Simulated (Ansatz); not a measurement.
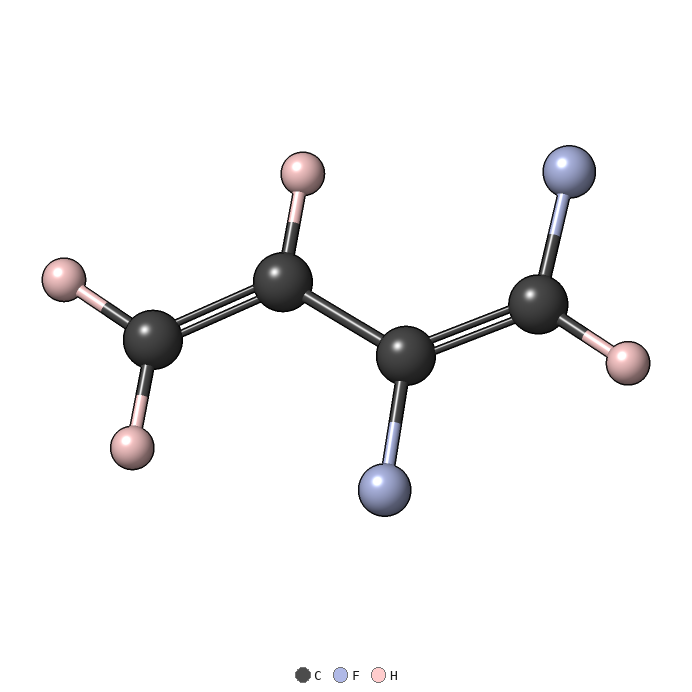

(Drawn from a calculation with Ansatz.)

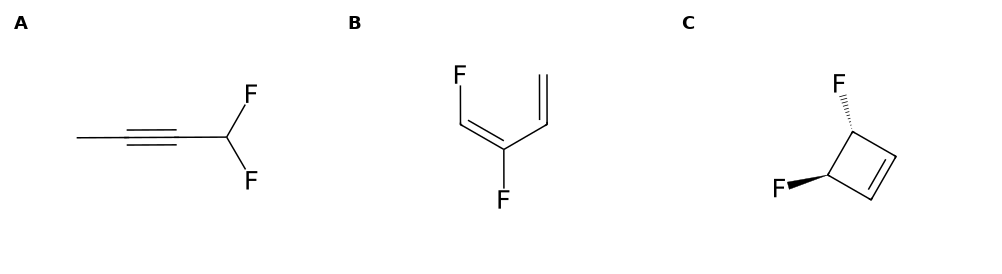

Which structural formula matches the 3D model?

Answer. B, `C=C/C(F)=C\F`.
